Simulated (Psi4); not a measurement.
# BHF2 (SMILES FBF) at B2PLYP/def2-TZVPP (density fitting for correlation)

Aim: the vertical ionisation energy of BHF2 at B2PLYP/def2-TZVPP (density fitting for correlation), from 2 runs. 

The results are computed with Psi4 1.11.

### Step 1. The system as given

BHF2 has 4 atoms, charge 0, and is taken as a singlet. As SMILES, `FBF`. The shape is that of a PBE0-D4/def2-TZVP optimisation.

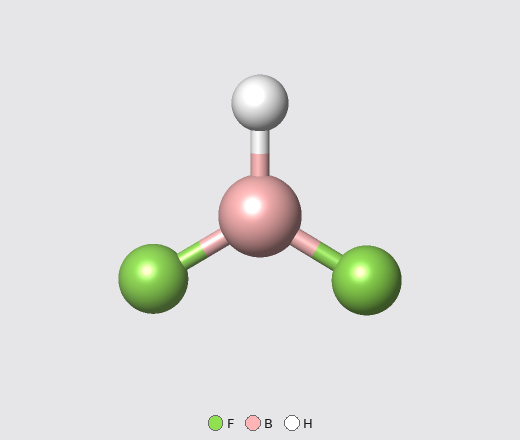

Viewed from a chosen angle; fluorine green, boron pink, hydrogen white.

### Step 2. The energy at B2PLYP/def2-TZVPP (density fitting for correlation)

Contents of bf2h.xyz:

```xyz
4
BF2H
F      1.154300     0.456900    -0.361900
B     -0.001900    -0.031000     0.025200
F     -1.095400     0.528700    -0.438900
H     -0.057000    -0.954600     0.775600
```

Contents of run_ase.py:

```python
import numpy as np
from ase.calculators.psi4 import Psi4
from ase.io import read

a = read('bf2h.xyz')
calc = Psi4(atoms=a, method='b2plyp', basis='def2-TZVPP', memory='1600MB', num_threads=1, charge=0, multiplicity=1, label='psi4-calc')
calc.psi4.set_options({'puream': True, 'e_convergence': 1e-09, 'd_convergence': 1e-08, 'scf_type': 'pk', 'dft_radial_points': 99, 'dft_spherical_points': 590, 'num_frozen_docc': 3})
a.calc = calc

print(f'energy: {a.get_potential_energy():.6f} eV')
```

Launch:

```sh
python run_ase.py
```

psi4-calc.dat:

```text
[...]
  Running in c1 symmetry.
[...]
  Nuclear repulsion =   61.888554759542060
[...]
  Multiplicity = 1
[...]
  Nalpha       = 12
  Nbeta        = 12
[...]
    Number of basis functions: 107
[...]
   @RKS iter   1:  -224.97804950670428   -6.72700e-01   4.13442e-03 ADIIS/DIIS
[...]
   @RKS iter  10:  -225.03301466488250   -2.78533e-12   1.80298e-09 DIIS
[...]
    Orbital Energies [Eh]
    ---------------------
    Doubly Occupied:
       1A    -25.384203     2A    -25.384166     3A     -7.221220
       4A     -1.420015     5A     -1.389947     6A     -0.695004
       7A     -0.640894     8A     -0.619238     9A     -0.595170
      10A     -0.541767    11A     -0.530441    12A     -0.461756
[...]
  @RKS Final Energy:  -225.03301466488250
   => Energetics <=
    Nuclear Repulsion Energy =             61.8885547595420604
    One-Electron Energy =                -435.3208068926318219
    Two-Electron Energy =                 160.5759820365692008
    DFT Exchange-Correlation Energy =     -12.1767445683619204
    Empirical Dispersion Energy =           0.0000000000000000
    VV10 Nonlocal Energy =                  0.0000000000000000
    Total Energy =                       -225.0330146648825007
[...]
 Multipole Moments:
 ------------------------------------------------------------------------------------
     Multipole            Electronic (a.u.)      Nuclear  (a.u.)        Total (a.u.)
 ------------------------------------------------------------------------------------
 L = 1.  Multiply by 2.5417464519 to convert [e a0] to [Debye]
 Dipole X            :          0.0488468           -0.0675938           -0.0187470
 Dipole Y            :          0.8223010           -1.1322755           -0.3099745
 Dipole Z            :         -0.6680793            0.9199550            0.2518756
 Magnitude           :                                                    0.3998462
[...]
```

The script printed:

```text
energy: -6128.637843 eV
```

Wall time 19 s (1 thread of Intel Xeon Platinum 8259CL at 2.50GHz (Skylake/Cascade Lake), shared host); peak memory 0.6 GiB.

### Step 3. The doublet cation at the same level

Contents of bf2h.json:

```json
{
  "schema_name": "qcschema_input",
  "schema_version": 1,
  "molecule": {
    "schema_name": "qcschema_molecule",
    "schema_version": 2,
    "symbols": ["F", "B", "F", "H"],
    "geometry": [2.18131087, 0.86341587, -0.68389188, -0.00359048, -0.05858151, 0.0476211, -2.070006, 0.9990982, -0.8294008, -0.10771439, -1.80393256, 1.46567158],
    "molecular_charge": 1,
    "molecular_multiplicity": 2,
    "fix_symmetry": "c1"
  },
  "driver": "energy",
  "model": {
    "method": "b2plyp",
    "basis": "def2-TZVPP"
  },
  "keywords": {
    "reference": "uks",
    "puream": true,
    "e_convergence": 1e-09,
    "d_convergence": 1e-08,
    "scf_type": "pk",
    "dft_radial_points": 99,
    "dft_spherical_points": 590,
    "num_frozen_docc": 3,
    "maxiter": 100
  }
}
```

Launch:

```sh
psi4 --qcschema bf2h.json -n 1 --memory 1600MB
```

stdout:

```text
[...]
  Running in c1 symmetry.
[...]
  Nuclear repulsion =   61.888554693034997
[...]
  Multiplicity = 2
[...]
  Nalpha       = 12
  Nbeta        = 11
[...]
    Number of basis functions: 107
[...]
   @UKS iter   1:  -224.45088172721441   -1.45532e-01   3.61767e-03 ADIIS/DIIS
[...]
   @UKS iter  15:  -224.51132445447729   -1.42961e-11   9.81992e-09 DIIS
[...]
   @S^2 Observed:                7.622269413E-01
[...]
    Orbital Energies [Eh]
    ---------------------
    Alpha Occupied:
       1A    -25.739310     2A    -25.739249     3A     -7.600693
       4A     -1.759024     5A     -1.730445     6A     -1.045543
       7A     -0.986342     8A     -0.979845     9A     -0.918041
      10A     -0.871670    11A     -0.866624    12A     -0.865760
    Alpha Virtual:
      13A     -0.274481    14A     -0.154913    15A     -0.131176
      16A     -0.127534    17A     -0.049362    18A     -0.031681
      19A      0.068121    20A      0.097617    21A      0.169437
      22A      0.200288    23A      0.244315    24A      0.247894
      25A      0.288543    26A      0.382433    27A      0.403827
[...]
  @UKS Final Energy:  -224.51132445447729
   => Energetics <=
    Nuclear Repulsion Energy =             61.8885546930349975
    One-Electron Energy =                -427.1868493167669385
    Two-Electron Energy =                 152.7624519058683745
    DFT Exchange-Correlation Energy =     -11.9754817366137587
    Empirical Dispersion Energy =           0.0000000000000000
    VV10 Nonlocal Energy =                  0.0000000000000000
    Total Energy =                       -224.5113244544772897
[...]
 Multipole Moments:
 ------------------------------------------------------------------------------------
     Multipole            Electronic (a.u.)      Nuclear  (a.u.)        Total (a.u.)
 ------------------------------------------------------------------------------------
 L = 1.  Multiply by 2.5417464519 to convert [e a0] to [Debye]
 Dipole X            :         -0.0092843           -0.0675938           -0.0768781
 Dipole Y            :         -0.1570236           -1.1322755           -1.2892991
 Dipole Z            :          0.1276216            0.9199550            1.0475765
 Magnitude           :                                                    1.6630151
[...]
```

The result, in JSON:

```text
{
 "driver": "energy",
 "model": {
  "method": "b2plyp",
  "basis": "def2-TZVPP"
 },
 "success": true,
 "return_result": -224.70427925654454,
 "properties": {
  "calcinfo_nbasis": 107,
  "calcinfo_nmo": 107,
  "calcinfo_nalpha": 12,
  "calcinfo_nbeta": 11,
  "calcinfo_natom": 4,
  "nuclear_repulsion_energy": 61.888554693035,
  "return_energy": -224.70427925654454,
  "scf_one_electron_energy": -427.18684931676694,
  "scf_two_electron_energy": 152.76245190586837,
  "scf_xc_energy": -11.975481736613759,
  "scf_dipole_moment": [-0.07687810592986105, -1.289299134077552, 1.0475765255967922],
  "scf_total_energy": -224.5113244544773,
  "scf_iterations": 15
 }
}
```

It took 40 s on 1 thread of Intel Xeon Platinum 8259CL at 2.50GHz (Skylake/Cascade Lake), shared host; peak memory 0.59 GiB.

### Step 4. What came out

At B2PLYP/def2-TZVPP (density fitting for correlation), 3 core orbitals frozen:

```
                                                                quantity          value
                                              singlet BHF2: total energy  -225.22329 Eh
                         singlet BHF2: HOMO energy (SCF part's orbitals)      -12.57 eV
                         singlet BHF2: LUMO energy (SCF part's orbitals)        0.94 eV
                       singlet BHF2: HOMO–LUMO gap (SCF part's orbitals)       13.51 eV
                                            doublet cation: total energy  -224.70428 Eh
doublet cation: HOMO energy (SCF part's orbitals) (highest over α and β)      -21.98 eV
 doublet cation: LUMO energy (SCF part's orbitals) (lowest over α and β)      -15.81 eV
                                                    doublet cation: ⟨S²⟩          0.762
                      vertical ionisation energy (to the doublet cation)      14.123 eV
```

What this shows: The vertical ionisation energy comes to 14.12 eV (326 kcal/mol). −ε(HOMO) before ionisation, 12.57 eV, is 1.56 eV below this ionisation energy.
